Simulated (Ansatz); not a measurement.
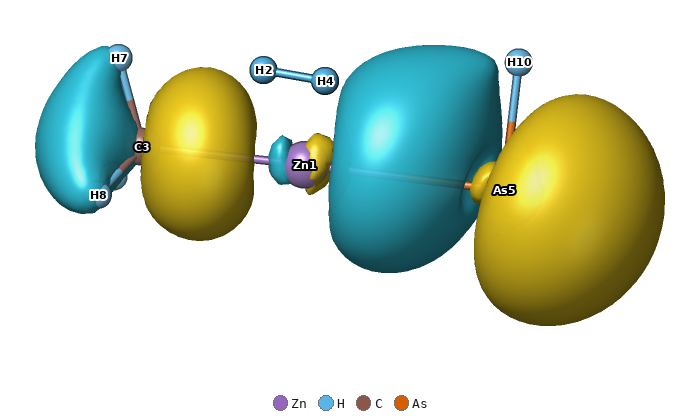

The picture shows: CH5AsZn···H2. One frontier orbital at ±0.1 Å⁻³ᐟ² (yellow and cyan are the two phases), seen from one side.

The product side of a reaction path; geometry: PBE0-D4/def2-TZVP.

All numbers below come from RKS PBE0-D4/def2-TZVPP (Ansatz 0.2.0).

Input

```
crystal:
  periodic: [false, false, false]
  atoms:
    - {symbol: Zn, position_ang: [-0.279381, 0.395232, -0.344627]}
    - {symbol: H, position_ang: [2.023069, -1.018303, 1.157033]}
    - {symbol: C, position_ang: [-0.493074, -1.343392, -1.200804]}
    - {symbol: H, position_ang: [2.149827, -0.342955, 1.451097]}
    - {symbol: As, position_ang: [0.019518, 2.531651, 0.675640]}
    - {symbol: H, position_ang: [-1.290185, -1.313652, -1.947526]}
    - {symbol: H, position_ang: [-0.747867, -2.106989, -0.461555]}
    - {symbol: H, position_ang: [0.431011, -1.645747, -1.699824]}
    - {symbol: H, position_ang: [-1.423371, 2.904310, 0.348422]}
    - {symbol: H, position_ang: [-0.389548, 1.939748, 2.022043]}
basis:
  gaussian: {orbitals: def2-TZVPP}
hamiltonian: {xc: pbe0, dispersion: d4}
output: {orbitals: {seedname: orbitals}}
```

Command:

```sh
ansatz run in.yaml --threads 8 --pin off --events-out ev --progress --plain --max-ram 19148MiB
```

**Which orbital is it: HOMO or LUMO?**

The HOMO, at −6.66 eV. Its weight (Hirshfeld) is mainly on As5 (about 55 %), Zn1 (about 15 %) and C3 (about 15 %).
